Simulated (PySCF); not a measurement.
Cd(F)(I), SMILES [I][Cd][F] (CdFI) at its B3LYP/def2-SVP optimised geometry (Å):

```
3

Cd     0.3255    -0.0029     0.0000
F      2.2669    -0.0029     0.0000
I     -2.2669     0.0029     0.0006
```

Computed with PySCF with B3LYP/def2-TZVP, def2 effective core potentials past Kr. The core electrons that the potentials of Cd, I replace are not part of the density. Cells within 0.4 Å of a nucleus heavier than hydrogen are left out (blank, or x).

Map of the electrostatic potential (hartree/e), clipped to [-0.08, 0.12] on the plane z = 0.0 Å:

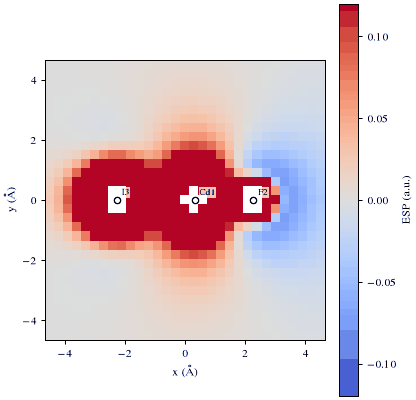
Figure. Electrostatic potential (hartree/e), clipped to [-0.08, 0.12] on the plane z = 0.0 Å.
